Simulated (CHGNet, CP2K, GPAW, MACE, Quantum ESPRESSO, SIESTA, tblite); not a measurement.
# SIESTA runs on Σ7 (111) twist boundary in a Al-Pt solid solution (84 atoms)

How do the settings of SIESTA change the result for Σ7 (111) twist boundary in a Al-Pt solid solution (84 atoms)? A plane-wave run serves as the yardstick.

Main program and level: SIESTA 5.4.2; the method is named at each step.

### 1. The starting structure

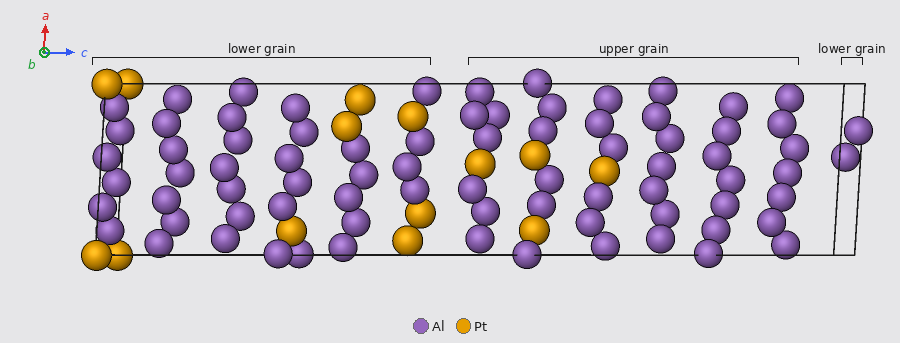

Start, viewed from the side, with the c axis across the page; aluminium purple, platinum orange. Some periodic images of atoms are drawn too.

The cell holds 84 atoms: 73 Al and 11 Pt. Its edges and angles: a = 7.545 Å, b = 7.545 Å, c = 28.340 Å, α = 90.0°, β = 90.0°, γ = 120.0°. Fcc Al lattice (a = 4.0328 Å, the value set for the mixture); two grains turned against each other by 38.21 deg about [111]; 1 x 1 coincidence cells, 2 lattice periods a grain, two boundaries a cell, upper grain shifted by [0.672, 0.278] of the boundary cell and opened by 0.2 Å, one atom of each pair nearer than 1.854 Å removed; 11 of 84 Al sites given to Pt at random (lattice constant by Vegard's rule between Al and Pt); not relaxed, displaced by a Gaussian of 0.02 Å. Then every atom was moved at random, 0.03 Å r.m.s. a Cartesian component. Regions: lower grain, 42 atoms (35 Al and 7 Pt); upper grain, 42 atoms (38 Al and 4 Pt). The structure's axis is c.

The yardstick, on the same geometry:

```
method                 : Kohn-Sham DFT, PBE, SSSP efficiency 1.3.0 pseudopotentials, plane waves (Quantum ESPRESSO 7.5); sssp-pbe-1.3.0-efficiency, cutoffs 45/360 Ry, Γ point
r.m.s. force component : 0.4481 eV/Å
longest force          : 2.39 eV/Å
pressure               : -3.087 GPa
time                   : 4.2 min on 4 MPI ranks of Arm Neoverse V2, shared host
CPU time               : 17 min
```

### 2. PBE, DZP, shift 0.01 Ry, mesh 300 Ry

Method: Kohn-Sham DFT, PBE, PseudoDojo 0.4.1 norm-conserving pseudopotentials (converted to PSML), numerical atomic orbitals (DZP), diagonalisation.

The .psml files are PseudoDojo norm-conserving potentials that we converted to this format, checked against plane waves on the same files for H, C, O, Si, Ge and Ca alone.

input.fdf reads:

```
SystemLabel cell
NumberOfAtoms 84
NumberOfSpecies 2
%block ChemicalSpeciesLabel
  1 13 Al
  2 78 Pt
%endblock ChemicalSpeciesLabel
LatticeConstant 1.0 Ang
%block LatticeVectors
  7.54468 0.00000 0.00000
  -3.77234 6.53388 0.00000
  0.00000 0.00000 28.34006
%endblock LatticeVectors
PAO.BasisSize DZP
PAO.EnergyShift 0.01 Ry
XC.Functional GGA
XC.Authors PBE
MeshCutoff 300 Ry
%block kgrid_Monkhorst_Pack
  1 0 0 0.0
  0 1 0 0.0
  0 0 1 0.0
%endblock kgrid_Monkhorst_Pack
SolutionMethod diagon
OccupationFunction FD
ElectronicTemperature 580 K
SCF.Mixer.Method Pulay
SCF.Mixer.Weight 0.05
SCF.Mixer.History 8
SCF.Mix Hamiltonian
MaxSCFIterations 300
SCF.DM.Tolerance 1e-04
SCF.H.Tolerance 1.0e-3 eV
WriteForces T
Write.HirshfeldPop T
Write.VoronoiPop T
Write.DM F
Write.H F
XML.Write F
AtomicCoordinatesFormat Fractional
%block AtomicCoordinatesAndAtomicSpecies
  0.86247 0.56840 0.00081 1
  0.72612 0.14921 0.99840 1
  0.90916 0.39068 0.08055 1
  0.95127 0.19360 0.16362 1
  0.57161 0.72398 0.99947 1
  0.76884 0.96507 0.08399 1
  0.42378 0.28489 0.00148 1
  0.61501 0.52468 0.08298 1
  0.80406 0.75377 0.16614 1
  0.47984 0.10148 0.08195 1
  0.67113 0.33401 0.16400 1
  0.85799 0.57866 0.24633 1
  0.71679 0.14970 0.24771 1
  0.90544 0.37724 0.32757 2
  0.95679 0.18527 0.41172 1
  0.27935 0.84588 0.00079 1
  0.14313 0.43323 0.00093 1
  0.32141 0.66687 0.08161 1
  0.51074 0.89801 0.16397 1
  0.99800 0.99861 0.00097 2
  0.19345 0.23907 0.08295 1
  0.38623 0.47731 0.16311 1
  0.56497 0.71776 0.24590 1
  0.75153 0.95124 0.32777 2
  0.22615 0.04560 0.16533 1
  0.42417 0.27830 0.24678 1
  0.62333 0.52250 0.32933 1
  0.80914 0.76681 0.41147 2
  0.46774 0.08814 0.33039 1
  0.66341 0.33889 0.41102 1
  0.06805 0.81259 0.07937 1
  0.09605 0.62437 0.16347 1
  0.28391 0.85900 0.24502 1
  0.14021 0.42510 0.24682 2
  0.33644 0.66765 0.32824 1
  0.51544 0.90301 0.41158 1
  0.00753 0.00335 0.24707 1
  0.19040 0.24547 0.32809 1
  0.37983 0.47298 0.41171 1
  0.24422 0.04808 0.40917 2
  0.04503 0.80774 0.32869 1
  0.08363 0.61579 0.41037 2
  0.25530 0.14617 0.50003 1
  0.38472 0.85440 0.50065 1
  0.44026 0.08540 0.58195 1
  0.53162 0.56286 0.50069 2
  0.58310 0.80205 0.58085 2
  0.62613 0.03030 0.66466 1
  0.81688 0.99391 0.50103 1
  0.85852 0.23042 0.58406 1
  0.95228 0.70755 0.49823 1
  0.00364 0.94569 0.58249 1
  0.05195 0.17897 0.66602 1
  0.09432 0.41698 0.50241 1
  0.14431 0.66239 0.58236 2
  0.19083 0.88939 0.66383 1
[... 24 atom lines left out ...]
  0.68093 0.28682 0.74766 1
  0.72379 0.51827 0.83027 1
  0.76628 0.75542 0.91139 1
  0.91574 0.46574 0.91149 1
%endblock AtomicCoordinatesAndAtomicSpecies
```

Launch:

```bash
$ OMP_NUM_THREADS=1 mpirun -np 2 siesta < input.fdf > output.txt
```

What it wrote:

```text
Version         : 5.4.2
reinit: System Name:
reinit: System Label: cell
initatom: Reading input for the pseudopotentials and atomic orbitals ----------
Species number:   1 Atomic number:   13 Label: Al
Species number:   2 Atomic number:   78 Label: Pt
Ground state valence configuration (from tables):   3s02  3p01  3d00  4f00
Ground state valence configuration (from tables):   6s01  6p00  5d09  5f00
---- Processing specs for species: Al
GGA--PBE XC_GGA_X_PBE--XC_GGA_C_PBE pb
---- Processing specs for species: Pt
GGA--PBE XC_GGA_X_PBE--XC_GGA_C_PBE pb
Semicore shell(s) with  8 electrons included in the valence for Pt
Semicore shell(s): 5s 5p
Fallback to non-perturbative polarization scheme for Pt
Please see the manual if this is not desired in principle
Al pseudopotential only contains V_ls up to l=2 -- lmxkb reset.
Using PAO.SplitTailNorm
%block ChemicalSpeciesLabel
    1   13 Al                      # Species index, atomic number, species label
    2   78 Pt                      # Species index, atomic number, species label
%endblock ChemicalSpeciesLabel
%block PAO.Basis                 # Define Basis set
Al                    2                    # Species label, number of l-shells
 n=3   0   2                         # n, l, Nzeta
   6.130      4.449
   1.000      1.000
 n=3   1   2 P   1                   # n, l, Nzeta, Polarization, NzetaPol
   7.969      5.883
   1.000      1.000
Pt                    5                    # Species label, number of l-shells
 n=5   0   1                         # n, l, Nzeta
   2.496
   1.000
 n=6   0   2                         # n, l, Nzeta
   6.393      4.658
   1.000      1.000
 n=5   1   1                         # n, l, Nzeta
   2.949
   1.000
 n=6   1   1                         # n, l, Nzeta
   6.393
   1.000
 n=5   2   2                         # n, l, Nzeta
   4.859      3.270
   1.000      1.000
%endblock PAO.Basis
coor:   Atomic-coordinates input format  =     Fractional
siesta: System type = bulk
initatomlists: Number of atoms, orbitals, and projectors:     84  1158  1666
siesta: ******************** Simulation parameters ****************************
Total number of electrons:   417.000000
Total ionic charge:   417.000000
 Kpoints in:            1 . Kpoints trimmed:            1
siesta: k-grid: Number of k-points = 1
siesta: k-points from Monkhorst-Pack grid
siesta: k-cutoff (effective) =     3.772 Ang
siesta: k-point supercell and displacements
siesta: k-grid:     1     0     0      0.000
siesta: k-grid:     0     1     0      0.000
siesta: k-grid:     0     0     1      0.000
                     ====================================
                        Single-point calculation
                     ====================================
outcell: Unit cell vectors (Ang):
        7.544680    0.000000    0.000000
       -3.772340    6.533880    0.000000
        0.000000    0.000000   28.340060
outcell: Cell vector modules (Ang)   :    7.544680    7.544676   28.340060
outcell: Cell angles (23,13,12) (deg):     90.0000     90.0000    120.0000
outcell: Cell volume (Ang**3)        :   1397.0526
Gamma-point calculation with interaction between periodic images
Gamma-point calculation with interaction between periodic images
Some features might not work optimally:
Some features might not work optimally:
e.g. DM initialization from atomic data
e.g. DM initialization from atomic data
new_DM -- step:     1
Initializing Density Matrix...
Attempting to read DM from file... Failed...
DM filled with atomic data:
InitMesh: MESH = 72 x 72 x 300 = 1555200
InitMesh: Mesh cutoff (required, used) =   300.000   309.701 Ry
stepf: Fermi-Dirac step function
        iscf     Eharris(eV)        E_KS(eV)     FreeEng(eV)     dDmax    Ef(eV) dHmax(eV)
   scf:    1   -35518.814106   -41055.897068   -41056.350983  1.621244 -3.219643200.811183
   scf:    2    62288.855173   -12891.621105   -12892.004261  1.749948 -4.259006608.375107
   scf:    3   -47980.329914   -43398.056092   -43398.333590  1.693422 -3.663732 51.657123
   scf:    4   -43542.881500   -43558.620596   -43558.923420  0.182344 -3.684065 34.711182
   scf:    5   -43639.650528   -43641.302017   -43641.598338  0.108381 -3.708377 17.013719
   scf:    6   -43681.226341   -43666.799410   -43667.073400  0.054526 -3.778176  9.102470
   scf:    7   -43677.325541   -43673.144517   -43673.413219  0.031680 -3.812191  4.165545
   scf:    8   -43676.099385   -43675.060258   -43675.332057  0.029314 -3.840281  1.763900
[...]
scf:   28   -43676.705219   -43676.705224   -43677.001969  0.000072 -3.939318  0.001301
   scf:   29   -43676.705211   -43676.705217   -43677.001969  0.000045 -3.939413  0.001328
   scf:   30   -43676.705219   -43676.705218   -43677.001970  0.000030 -3.939467  0.000902
SCF Convergence by DM+H criterion
max |DM_out - DM_in|         :     0.0000300818
max |H_out - H_in|      (eV) :     0.0009023472
SCF cycle converged after 30 iterations
Using DM_out to compute the final energy and forces
siesta: E_KS(eV) =           -43676.7052
siesta: E_KS - E_eggbox =    -43676.7052
siesta: Atomic forces (eV/Ang):
     1   -0.297067    0.722046   -0.360357
     2    0.334477   -0.405513    0.012861
     3   -0.040253   -0.128990    0.759809
     4    0.098230    0.044628    0.385388
     5    0.370701    0.250602    0.081301
     6    0.057548   -0.370891   -0.272743
[...]
82   -0.318178   -0.112008   -0.065358
    83    0.061637    0.065236    0.100440
    84   -0.015733    0.031490    0.013814
----------------------------------------
   Tot    0.009078   -0.000294   -0.005248
----------------------------------------
   Max    2.118514
   Res    0.450285    sqrt( Sum f_i^2 / 3N )
----------------------------------------
   Max    2.118514    constrained
Stress tensor Voigt[x,y,z,yz,xz,xy] (kbar):       59.77       63.35      -25.31       -2.80        0.94        1.49
(Free)E + p*V (eV/cell)   -43705.4306
Target enthalpy (eV/cell)   -43677.0020
siesta: Program's energy decomposition (eV):
siesta: Ebs     =     -8809.941578
siesta: Eions   =     64206.838568
siesta: Ena     =     13107.654005
siesta: Ekin    =     12816.975778
siesta: Enl     =      3114.174502
siesta: DEna    =       722.327410
siesta: DUscf   =        23.822518
siesta: Ex      =     -8511.571325
siesta: Ec      =      -743.249539
siesta: Exc     =     -9254.820863
siesta: Eharris =    -43676.705219
siesta: Etot    =    -43676.705218
siesta: FreeEng =    -43677.001970
siesta: Final energy (eV):
siesta:  Band Struct. =   -8809.941578
siesta:       Kinetic =   12816.975778
siesta:       Hartree =   38279.353618
siesta:         Exch. =   -8511.571325
siesta:         Corr. =    -743.249539
siesta:   Exch.-corr. =   -9254.820863
siesta:  Ion-electron =  -90941.781680
siesta:       Ion-ion =    5423.567929
siesta:         Total =  -43676.705218
siesta:         Fermi =      -3.939467
siesta: Stress tensor (static) (eV/Ang**3):
siesta:     0.037304    0.000930    0.000589
siesta:     0.000930    0.039539   -0.001746
siesta:     0.000590   -0.001746   -0.015796
siesta: Cell volume =       1397.052554 Ang**3
siesta: Pressure (static):
siesta:                Solid            Molecule  Units
siesta:          -0.00022163         -0.00011619  Ry/Bohr**3
siesta:          -0.02034903         -0.01066847  eV/Ang**3
siesta:         -32.60273611        -17.09276818  kBar
    Orbital volume contribution        =          93.724208 eV
    (Free)E + p_basis*V_orbitals       =      -43583.277762 eV
    (Free)Eharris+ p_basis*V_orbitals  =      -43583.277763 eV
Hirshfeld Atomic Populations:
Atom #   charge [q] valence [e]  Species
     1    -0.009460    3.009460  Al
     2    -0.012880    3.012880  Al
     3    -0.013778    3.013778  Al
     4    -0.017396    3.017396  Al
     5    -0.009089    3.009089  Al
     6    -0.025863    3.025863  Al
[...]
14     0.173417   17.826583  Pt
[...]
20     0.253475   17.746525  Pt
[...]
24     0.200428   17.799572  Pt
[...]
28     0.120874   17.879126  Pt
[...]
34     0.236724   17.763276  Pt
[...]
40     0.169914   17.830086  Pt
[...]
--------------------
 Total     0.000008
Voronoi Atomic Populations:
Atom #   charge [q] valence [e]  Species
[...]
47     0.172903   17.827097  Pt
[...]
55     0.197446   17.802554  Pt
[...]
62     0.221143   17.778857  Pt
[...]
82     0.007256    2.992744  Al
    83     0.001669    2.998331  Al
    84     0.002213    2.997787  Al
--------------------
 Total     0.000008
```

Wall time 8.3 min (2 MPI ranks of Arm Neoverse V2, shared host); peak memory 2.1 GiB.

Banners, paths, timers and routine set-up lines are dropped from the logs unmarked, and long logs keep their key lines alone; longer cuts are marked.

Against the reference:

```yaml
r_m_s_force_component: 0.4503 eV/Å
r_m_s_difference_of_force_components: 18.32 meV/Å
longest_difference_of_force_vectors: 109.4 meV/Å
force_difference_over_r_m_s_force: 4.088 %
slope_of_forces_against_the_reference_s: 1.004
correlation_of_force_components: 0.9992
pressure: -3.26 GPa
pressure_difference: -0.173 GPa
```

Length of the force difference by element (eV/Å):

| element | atoms | mean | most |
| --- | --- | --- | --- |
| Al | 73 | 0.025 | 0.084 |
| Pt | 11 | 0.038 | 0.11 |

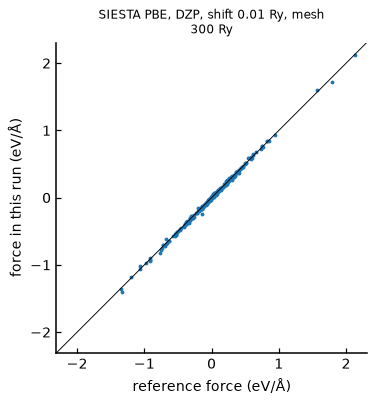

Force components against those of the reference; the line marks equality.

The surroundings of Al17, picked at random, nearest first, numbered as they follow in the input and with coordinates relative to it.

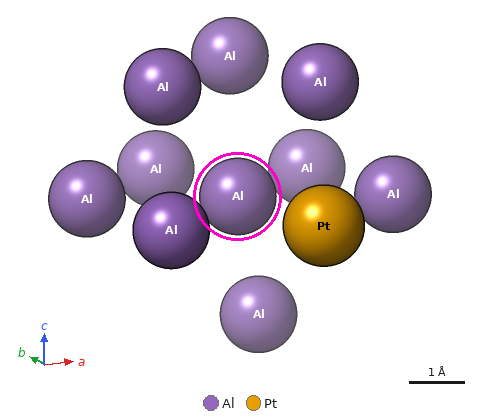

The atoms of the table, within 2.9 Å (arrows a, b, c point along x, y, z); some may hide others; the central atom is ringed.

| atom | x | y | z | distance (Å) | Hirshfeld charge (e) | Fx | Fy | Fz (eV/Å) |
| --- | --- | --- | --- | --- | --- | --- | --- | --- |
| Al17 | 0.00 | 0.00 | 0.00 | 0.00 | -0.01 | 0.28 | -0.45 | -0.30 |
| Al16 | -0.53 | 2.70 | 0.00 | 2.75 | -0.02 | -0.15 | 0.46 | -0.46 |
| Al1 | -2.63 | 0.88 | 0.00 | 2.77 | -0.01 | -0.30 | 0.72 | -0.36 |
| Al3 | -1.60 | -0.28 | 2.26 | 2.78 | -0.01 | -0.04 | -0.13 | 0.76 |
| Al2 | -2.07 | -1.86 | -0.07 | 2.78 | -0.01 | 0.33 | -0.41 | 0.01 |
| Al18 | 0.46 | 1.53 | 2.29 | 2.79 | -0.01 | 0.64 | -0.14 | 0.31 |
| Al7 | 2.68 | -0.97 | 0.02 | 2.85 | -0.02 | -0.51 | -0.42 | 0.26 |
| Al5 | 2.14 | 1.90 | -0.04 | 2.86 | -0.01 | 0.37 | 0.25 | 0.08 |
| Al79 | 0.85 | 1.08 | -2.51 | 2.86 | 0.01 | 0.06 | 0.37 | -0.18 |
| Al21 | 1.11 | -1.27 | 2.32 | 2.87 | -0.02 | -0.06 | 0.02 | -0.04 |
| Pt20 | 0.54 | -2.84 | 0.00 | 2.89 | 0.25 | -0.11 | 0.17 | 0.19 |

Forces lie 4.1 % from the reference's, at 0.98 times its CPU time (on 2 against 4 cores).

(Continued in part 2 of 2.)

[Also dropped from logs without a mark: logging warnings of Python, and SIESTA's first energy breakdown and zero terms.]

[Logs are printed without paths, hosts, clocks, repeated set-up lines and the standing remarks that a program may print on its own settings, such as how far it seeks lower states.]

[Hosts, paths, dates, database ids (printed as entryN), source tags and the programs' standing remarks are cut or masked in the printed files.]
